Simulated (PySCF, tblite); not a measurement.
**C7H9O radical: geometry, infrared bands and EPR parameters**

Wanted: the infrared bands and EPR parameters of C7H9O radical (`C=[C][C@@H](C)/C=C\C=O`), by calculation.

Computed with tblite 0.8.0 and PySCF 2.14.0, with density-fitted response routines of our own, on a single molecule in the gas phase. Atoms count from 0, in the outputs and in this text.

## 1. The starting structure

17 atoms, charge 0, multiplicity 2; geometry from: force field or distance geometry start.

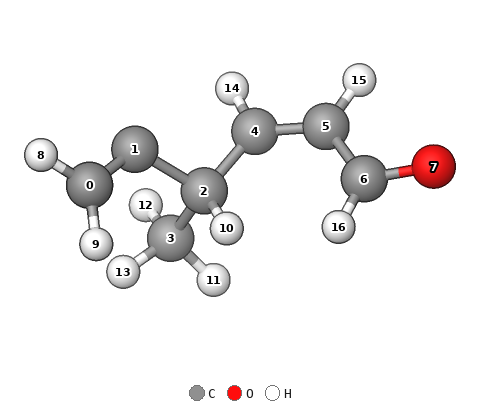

The starting geometry (carbon grey, oxygen red, hydrogen white), atoms numbered.

## 2. Relaxing the molecule with GFN2-xTB

Job settings and geometry (Å):

```
{"job": {"kind": "relax", "xc": "GFN2-xTB", "basis": "xTB"}, "charge": 0, "multiplicity": 2}
C     -2.041000     1.541200     0.680100
C     -1.168500     1.212600    -0.245700
C     -0.317900    -0.042200    -0.053300
C     -1.256900    -1.163600    -0.482000
C      0.812100     0.115900    -0.952500
C      2.047500     0.003300    -0.573700
C      2.471300    -0.285700     0.786200
O      3.710100    -0.360800     1.006500
H     -2.628300     2.433000     0.532100
H     -2.236700     0.975400     1.590800
H     -0.084100    -0.138200     1.015100
H     -0.824500    -2.156500    -0.210100
H     -1.557700    -1.124900    -1.522000
H     -2.189200    -1.045200     0.108200
H      0.614500     0.346800    -1.998500
H      2.824900     0.140500    -1.313300
H      1.817300    -0.439800     1.622300
```

Launch:

```bash
$ OMP_NUM_THREADS=1 python probes_run.py task.json out
```

One launch serves the whole session: the jobs run in the order shown.

The program printed:

```text
step      E/eV     max force
  0    -637.78440    4.547
  1    -637.98886    4.915
  2    -638.16644    0.966
  3    -638.22133    0.677
  4    -638.30020    0.691
  5    -638.32613    0.568
  6    -638.35226    0.459
  7    -638.36822    0.420
  8    -638.37960    0.388
  9    -638.39068    0.340
 10    -638.40113    0.285
 11    -638.40809    0.211
 12    -638.41543    0.250
 13    -638.42398    0.241
 14    -638.43203    0.216
 15    -638.43893    0.226
 16    -638.44502    0.184
 17    -638.45016    0.159
 18    -638.45433    0.167
 19    -638.45817    0.168
 20    -638.46232    0.151
 21    -638.46707    0.143
 22    -638.47192    0.171
 23    -638.47590    0.150
 24    -638.47894    0.127
 25    -638.48148    0.122
 26    -638.48351    0.102
 27    -638.48507    0.110
 28    -638.48644    0.094
 29    -638.48783    0.099
 30    -638.48934    0.114
 31    -638.49081    0.105
 32    -638.49207    0.089
 33    -638.49318    0.073
 34    -638.49414    0.075
 35    -638.49491    0.071
 36    -638.49567    0.066
 37    -638.49663    0.071
 38    -638.49774    0.087
 39    -638.49884    0.070
 40    -638.49981    0.073
 41    -638.50067    0.076
 42    -638.50168    0.104
 43    -638.50286    0.114
 44    -638.50418    0.086
 45    -638.50534    0.072
 46    -638.50626    0.068
 47    -638.50688    0.065
 48    -638.50750    0.056
 49    -638.50790    0.052
 50    -638.50826    0.056
 51    -638.50868    0.054
 52    -638.50923    0.063
 53    -638.50984    0.052
 54    -638.51049    0.074
 55    -638.51100    0.088
 56    -638.51176    0.056
 57    -638.51236    0.056
 58    -638.51306    0.068
 59    -638.51352    0.069
 60    -638.51451    0.116
 61    -638.51549    0.077
 62    -638.51519    0.309
 63    -638.51740    0.093
 64    -638.51847    0.103
 65    -638.51997    0.615
 66    -638.52622    0.142
 67    -638.53090    0.163
 68    -638.52875    0.884
 69    -638.53861    0.173
 70    -638.54264    0.169
 71    -638.54310    0.964
 72    -638.55428    0.267
 73    -638.55972    0.253
 74    -638.57609    0.696
 75    -638.58950    0.286
 76    -638.60657    0.405
 77    -638.64539    1.126
 78    -638.63259    1.694
 79    -638.68437    1.577
 80    -638.72354    1.600
 81    -638.93809    1.616
 82    -639.08674    1.369
 83    -639.20959    0.796
 84    -639.28870    0.913
 85    -639.34359    0.742
 86    -639.38183    0.605
 87    -639.40423    0.514
 88    -639.42484    0.500
 89    -639.44012    0.428
 90    -639.44847    0.232
 91    -639.45541    0.216
 92    -639.46058    0.254
 93    -639.46556    0.221
 94    -639.47020    0.161
 95    -639.47523    0.200
 96    -639.48061    0.238
 97    -639.48591    0.243
 98    -639.49199    0.158
 99    -639.49895    0.219
100    -639.50668    0.297
101    -639.51506    0.397
102    -639.52468    0.422
103    -639.53619    0.386
104    -639.54550    0.571
105    -639.55473    0.233
106    -639.56069    0.180
107    -639.56589    0.238
108    -639.56916    0.148
109    -639.57406    0.180
110    -639.57700    0.173
111    -639.57927    0.171
112    -639.58169    0.133
113    -639.58452    0.117
114    -639.58649    0.146
115    -639.58854    0.143
116    -639.58998    0.109
117    -639.59114    0.094
118    -639.59222    0.078
119    -639.59331    0.079
120    -639.59441    0.086
121    -639.59576    0.088
122    -639.59762    0.113
123    -639.60013    0.126
124    -639.60329    0.138
125    -639.60712    0.154
126    -639.61156    0.172
127    -639.61631    0.221
128    -639.62038    0.210
129    -639.62360    0.181
130    -639.62619    0.207
131    -639.62863    0.142
132    -639.63102    0.106
133    -639.63270    0.094
134    -639.63478    0.113
135    -639.63638    0.106
136    -639.63819    0.106
137    -639.63985    0.111
138    -639.64027    0.225
139    -639.64314    0.128
140    -639.64461    0.085
141    -639.64683    0.062
142    -639.64734    0.056
143    -639.64780    0.057
144    -639.64819    0.037
145    -639.64843    0.032
146    -639.64865    0.039
147    -639.64886    0.042
148    -639.64906    0.034
149    -639.64920    0.025
150    -639.64930    0.023
151    -639.64939    0.023
152    -639.64951    0.026
153    -639.64966    0.036
154    -639.64986    0.043
155    -639.65014    0.042
156    -639.65060    0.051
157    -639.65131    0.058
158    -639.65209    0.067
159    -639.65279    0.057
160    -639.65316    0.046
161    -639.65337    0.061
162    -639.65361    0.058
163    -639.65378    0.034
164    -639.65385    0.015
165    -639.65386    0.011
166    -639.65388    0.010
167    -639.65389    0.008
```

It took 0.88 s on 1 thread of Arm Neoverse V2, shared host.

Along the way: (not every step is listed)

```
step  energy from step 0 (eV)  largest force (eV/Å)
   0                   0.0000                4.5472
   1                  -0.2045                4.9150
   2                  -0.3820                0.9660
   3                  -0.4369                0.6774
   4                  -0.5158                0.6911
   5                  -0.5417                0.5684
   6                  -0.5679                0.4586
   7                  -0.5838                0.4200
   8                  -0.5952                0.3876
  23                  -0.6915                0.1498
  38                  -0.7133                0.0874
  53                  -0.7254                0.0525
  68                  -0.7443                0.8843
  83                  -1.4252                0.7964
  98                  -1.7076                0.1576
 113                  -1.8001                0.1169
 128                  -1.8360                0.2097
 143                  -1.8634                0.0570
 158                  -1.8677                0.0674
 162                  -1.8692                0.0583
 163                  -1.8694                0.0343
 164                  -1.8695                0.0145
 165                  -1.8695                0.0114
 166                  -1.8695                0.0102
 167                  -1.8695                0.0081
```

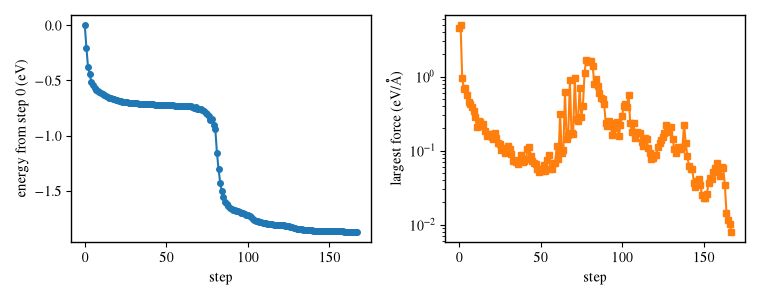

Energy and largest force along the relaxation.

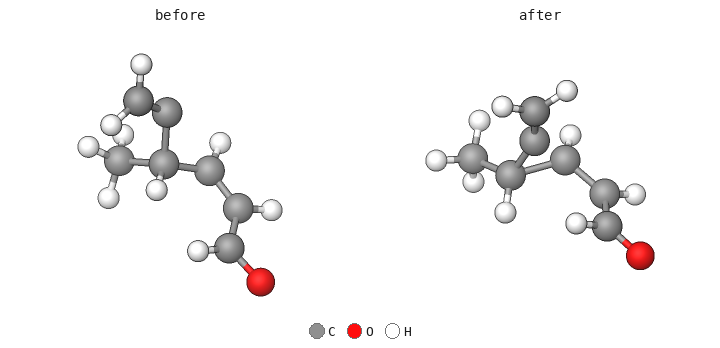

The geometry before (left) and after (right).

Distances of close pairs at the start and the end, largest changes first:

```
  bond  before (Å)  after (Å)  change (Å)
 C1–C4       2.372      1.498      -0.873
 C4–C5       1.297      1.435      +0.138
 C2–C4       1.453      1.562      +0.109
 C1–C2       1.528      1.446      -0.082
 C5–C6       1.453      1.415      -0.038
C6–H16       1.073      1.108      +0.036
 C6–O7       1.260      1.226      -0.034
C3–H11       1.117      1.088      -0.028
```

The final coordinates are the input of the step that follows.

## 3. Vibrational analysis with GFN2-xTB

Job settings and geometry (Å):

```
{"job": {"kind": "ir", "xc": "GFN2-xTB", "basis": "xTB"}, "charge": 0, "multiplicity": 2}
C     -1.222605     1.735460     0.668202
C     -0.654023     0.661210     0.192435
C     -0.514413    -0.775440     0.103268
C     -1.531017    -1.615246    -0.626464
C      0.399210     0.161627    -0.749018
C      1.794195     0.315158    -0.449741
C      2.321311     0.416028     0.859798
O      3.513622     0.521726     1.125820
H     -0.912287     2.723911     0.371916
H     -2.029428     1.671713     1.381073
H     -0.015860    -1.285394     0.920139
H     -1.059653    -2.493394    -1.063748
H     -2.010325    -1.041707    -1.416236
H     -2.298727    -1.948575     0.069987
H      0.146138     0.193456    -1.803257
H      2.494952     0.366904    -1.270479
H      1.571914     0.404593     1.676395
```

The program printed:

```text
mode    cm-1     km/mol
  1      80.7      2.95
  2     128.0      3.40
  3     142.4      0.09
  4     159.9      0.35
  5     175.5      0.60
  6     247.2      6.15
  7     287.3      1.00
  8     353.0      0.85
  9     386.2      5.72
 10     523.5      2.89
 11     612.4      2.39
 12     647.1     38.66
 13     727.5      5.52
 14     739.6      5.68
 15     860.5     18.19
 16     885.2      8.80
 17     890.3     24.42
 18     909.5      5.10
 19     970.6      3.05
 20    1009.2      4.55
 21    1040.7     17.18
 22    1071.4      4.43
 23    1090.5     82.46
 24    1124.8     31.18
 25    1151.9     10.78
 26    1201.0     18.23
 27    1286.5     11.25
 28    1318.8     19.44
 29    1346.2      9.89
 30    1404.9      2.16
 31    1414.1      1.56
 32    1432.3     25.40
 33    1481.7      2.98
 34    1485.1      4.93
 35    1605.9    304.20
 36    1877.5     42.83
 37    2750.5    114.80
 38    3019.7     17.00
 39    3023.7      0.77
 40    3029.2     23.40
 41    3032.5     15.45
 42    3045.7     38.72
 43    3081.5      7.14
 44    3084.7     20.45
 45    3105.4     16.73
```

Wall time 0.42 s (1 thread of Arm Neoverse V2, shared host).

The strongest bands and the atoms that carry them (share of the mass-weighted mode):

```
cm⁻¹  km/mol                                  atoms
 647    38.7    H15 34 %, C4 17 %, C2 13 %, C5 13 %
1090    82.5  C2 19 %, H11 12 %, H12 11 %, H14 11 %
1125    31.2    H14 25 %, C2 15 %, C4 12 %, C6 12 %
1432    25.4             C5 34 %, H16 30 %, O7 10 %
1606   304.2                       C6 62 %, O7 34 %
1878    42.8                       C1 64 %, C0 28 %
2750   114.8                               H16 94 %
3046    38.7                     H12 78 %, H10 12 %
```

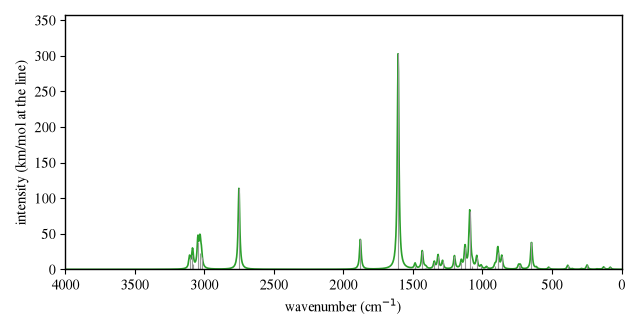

The infrared spectrum from these modes, unscaled. Lines are broadened to a width of 14 cm⁻¹ (Lorentzian).

The optimised geometry no longer has the bonds of the starting formula, so what follows describes that rearranged structure.

## 4. EPR parameters: B3LYP/pcH-1

The job, as its differences from that of step 3:

```diff
@@ -1,2 +1,2 @@
-{"job": {"kind": "ir", "xc": "GFN2-xTB", "basis": "xTB"}, "charge": 0, "multiplicity": 2}
+{"job": {"kind": "epr", "basis": "pcH-1"}, "charge": 0, "multiplicity": 2}
 C     -1.222605     1.735460     0.668202
```

Method: UKS B3LYP, pcH-1 on C H O, non-relativistic, mean-field spin-orbit, GIAO.

The program printed:

```text
UKS, coarse grid
  cycle   1  E = -347.12722373  |g| = 6.22e-01
  cycle   2  E = -345.83263687  |g| = 1.69e+00
  cycle   3  E = -347.24428937  |g| = 2.86e-01
  cycle   4  E = -347.28895203  |g| = 8.55e-02
  cycle   5  E = -347.29249994  |g| = 3.93e-02
  cycle   6  E = -347.29315428  |g| = 1.95e-02
  cycle   7  E = -347.29340317  |g| = 8.17e-03
  cycle   8  E = -347.29345960  |g| = 4.74e-03
  cycle   9  E = -347.29347894  |g| = 1.30e-03
  cycle  10  E = -347.29348008  |g| = 8.45e-04
UKS, final grid
  cycle   1  E = -347.29352989  |g| = 1.17e-03
  cycle   2  E = -347.29352897  |g| = 2.01e-03
  cycle   3  E = -347.29353054  |g| = 3.23e-04
  cycle   4  E = -347.29353060  |g| = 1.14e-04
  cycle   5  E = -347.29353062  |g| = 7.30e-05
  cycle   6  E = -347.29353062  |g| = 1.02e-05
E = -347.29353062 Eh   <S^2> = 0.7627 (exact 0.7500)
g shifts (ppm)      1          2          3
  rmc          -205       -205       -205
  gc             -5         24         43
  oz_so         -81       2190       6021
  total        -291       2009       5859
hyperfine (MHz)  atom isotope    a_iso     a_fc   dipolar eigenvalues
    0   13C       7.18       7.18     -1.62     -1.31      2.93
    1   13C      36.22      36.22     -6.88     -6.18     13.06
    2   13C      54.19      54.19     -9.59     -9.54     19.13
    3   13C       3.41       3.41     -1.28     -1.12      2.40
    4   13C     -27.70     -27.70     -3.57      0.28      3.29
    5   13C      53.88      53.88    -55.09    -54.88    109.98
    6   13C     -35.52     -35.52    -10.81      2.20      8.61
    7   17O     -21.39     -21.39    -98.05     48.89     49.16
    8    1H       1.54       1.54     -1.86     -0.65      2.51
    9    1H      10.35      10.35     -1.47     -0.64      2.10
   10    1H      -5.15      -5.15     -5.78     -0.66      6.44
   11    1H       1.75       1.75     -1.71     -0.99      2.71
   12    1H       0.27       0.27     -1.58     -1.04      2.62
   13    1H      14.63      14.63     -1.41     -0.51      1.92
   14    1H       1.04       1.04     -3.50     -1.78      5.27
   15    1H     -44.18     -44.18    -24.70     -1.98     26.67
   16    1H      -1.56      -1.56     -5.16     -1.33      6.49
```

Wall time 80 s (1 thread of Arm Neoverse V2, shared host); peak memory 0.97 GiB.

Principal g values 2.00203, 2.00433, 2.00818; g(iso) = 2.00484, against 2.00232 for a free electron.

Hyperfine couplings, nucleus by nucleus at this fixed geometry (no averaging over rotations):

```
nuclei  isotope  a(iso) (MHz)  a(iso) (G, at g = 2.0023)  largest dipolar term (MHz)
    C2      13C          54.2                       19.3                        19.1
    C5      13C          53.9                       19.2                       110.0
   H15       1H         -44.2                      -15.8                        26.7
    C1      13C          36.2                       12.9                        13.1
    C6      13C         -35.5                      -12.7                       -10.8
    C4      13C         -27.7                       -9.9                        -3.6
    O7      17O         -21.4                       -7.6                       -98.0
   H13       1H          14.6                        5.2                         1.9
    H9       1H          10.3                        3.7                         2.1
    C0      13C           7.2                        2.6                         2.9
   H10       1H          -5.1                       -1.8                         6.4
    C3      13C           3.4                        1.2                         2.4
   H11       1H           1.7                        0.6                         2.7
   H16       1H          -1.6                       -0.6                         6.5
```

Mulliken spin populations:

C0 0.00; C1 0.06; C2 0.09; C3 0.00; C4 -0.06; C5 0.72; C6 -0.10; O7 0.31; H8 0.00; H9 0.01; H10 0.00; H11 0.00; H12 0.00; H13 0.01; H14 0.00; H15 -0.03; H16 0.00

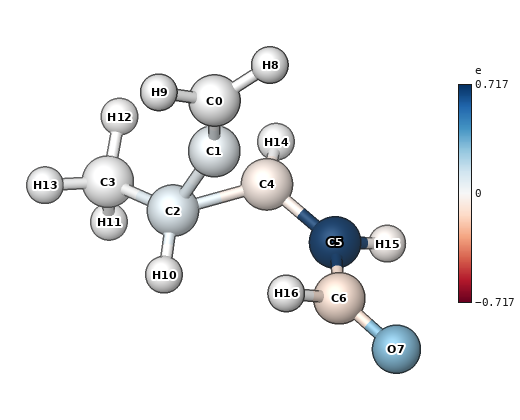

Mulliken spin populations, as colours on the atoms.

Orbitals, density, ELF and potential are computed afterwards from the orbital file.

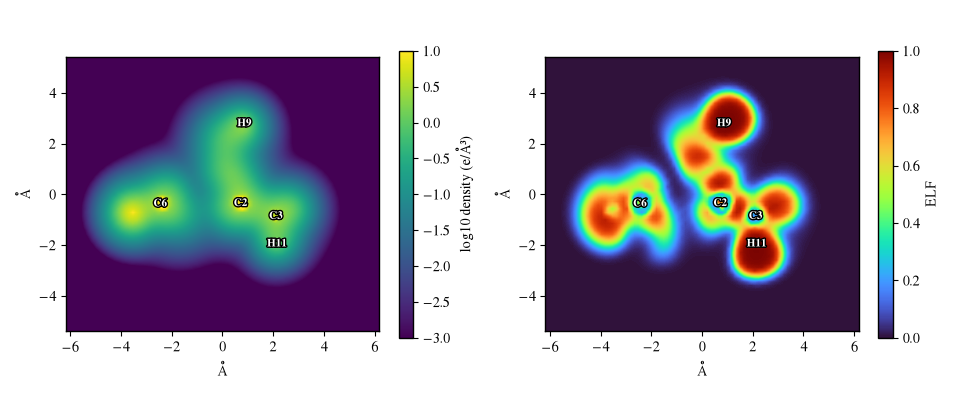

Density (left) and ELF (right) in a plane through or near 5 of the atoms.

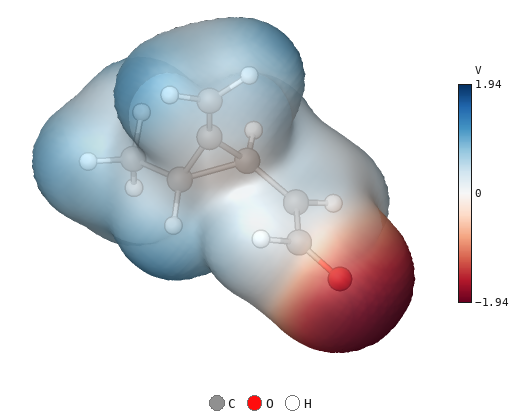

Electrostatic potential on the surface of density 0.002 e/bohr³; red is low, blue high. It runs from -1.94 V near O7 to 1.10 V near H14.

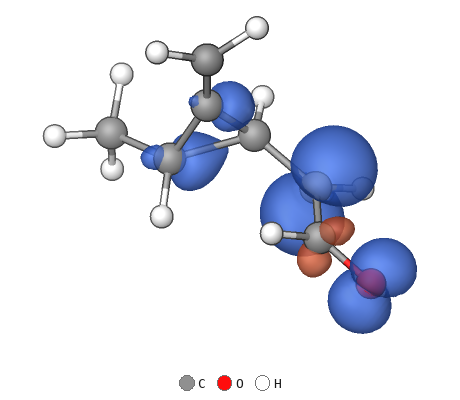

Spin density at ±0.04 e/Å³ (alpha excess blue, beta excess red).

## 5. What came out

| quantity | value |
| --- | --- |
| strongest single infrared mode (GFN2-xTB) | 1606 cm⁻¹, 304 km/mol |
| zero-point energy (GFN2-xTB) | 84.7 kcal/mol |
| g(iso) (B3LYP) | 2.00484 |
| ⟨S²⟩ | 0.763 (exact 0.75) |
| largest a(iso) | 13C on C2, 54.2 MHz |
| surface potential, least and greatest | -1.94 V and 1.10 V |

In words: Relaxing lowered the energy by 1.869 eV in 167 steps; the close pair that moved most is C1–C4, from 2.372 to 1.498 Å. No mode is imaginary among the 45: a minimum at this level. The strongest single mode, at 1606 cm⁻¹, moves mainly C6 and O7. Unscaled tight-binding wavenumbers are off by several per cent, some by more. Its intensities can rank the bands wrongly. The structure rearranged or came apart on optimisation; the results belong to the end geometry, not to the formula as drawn. C5 carries the largest spin population, 0.72 e. The isotropic g lies 2.5 ppt above the free-electron value.
